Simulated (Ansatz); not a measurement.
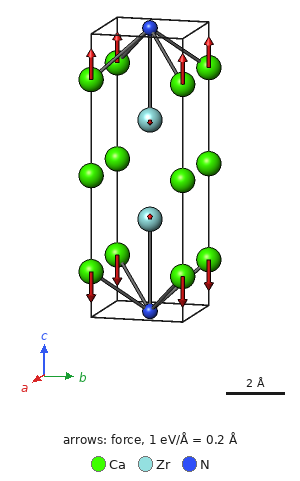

Starting geometry of a crystal of Ca3Zr2N (a generated structure, set up in P4/mmm) (coarse preliminary run) with the computed forces as red arrows. Style: ball-and-stick. Shown: the cell of the calculation, slightly off an axis.

Method: Ansatz 0.2.0, DFT PBE, scalar-relativistic, plane waves, PAW.

Input file:
```yaml
crystal:
  lattice:
    - [3.32310938, 0.0, 0.0]
    - [0.0, 3.32310938, 0.0]
    - [0.0, 0.0, 10.06116327]
  atoms:
    - { symbol: Ca, position: [0.0, 0.0, 0.83906811] }
    - { symbol: Ca, position: [0.0, 0.0, 0.16093189] }
    - { symbol: Ca, position: [0.0, 0.0, 0.5] }
    - { symbol: Zr, position: [0.5, 0.5, 0.32482469] }
    - { symbol: Zr, position: [0.5, 0.5, 0.67517531] }
    - { symbol: "N", position: [0.5, 0.5, 0.0] }
basis:
  ecutwfc: 420
kpoints:
  mp_grid: { grid: [6, 6, 2] }
hamiltonian:
  xc: pbe
scf:
  occupations: { method: gaussian, width: 0.1 }
  lower_state_search: "off"
output:
  forces: true
  stress: true
  eigenvalues: true
relax:
  adjacent_minimum: "off"
  f_tol: 0.04
  max_steps: 70
  cell: { stress_tol: 0.4 }
```

Command:
```bash
ansatz run input.yaml --threads 1 --pin off --max-ram 2560MiB --backend cpu --events-out ev --progress --plain --runs-dir out
```

### Is this structure relaxed? If not, where do the atoms go?

It isn't relaxed: the largest force vector, on Ca atoms, is 5.65 eV/Å. The atoms end up moving mostly along the starting forces (cosine between the two patterns 0.93). The largest moves relative to the cell, 1.03 Å, are those of Ca1 and Ca2. Ca2 goes along −c. By element the largest moves are Ca 1.03 Å, Zr 0.20 Å. N stays in place. The volume changes by +25.3 %, with a = b 3.323 → 3.091 Å (−7.0 %), c 10.061 → 14.575 Å (+44.9 %). Some distances before and after: Ca1–Ca3 3.411 → 5.973 Å, Zr4–N6 3.268 → 4.539 Å, Ca1–Zr5 2.871 → 3.895 Å, Ca1–Ca2 3.238 → 2.628 Å. Among the angles between lasting bonds that change: N6–Ca1–N6 110.9° → 118.0°, N6–Ca1–N6 71.2° → 74.6°. The space group stays P4/mmm (No. 123). The energy falls by 1014 meV per atom in 13 accepted moves (15 points after the start). The largest force component goes from 5.7 to 0.021 eV/Å. The pressure goes from 19.62 to 0.12 GPa. At 2 points the geometry stayed and the basis and grid were re-selected for the new cell (energy shift of 44.7 meV per atom at most each time). Cost: 38 s on 1 thread of AMD EPYC 9R45 96-Core Processor (Zen 5), with other jobs on the host, peak memory 0.48 GiB.
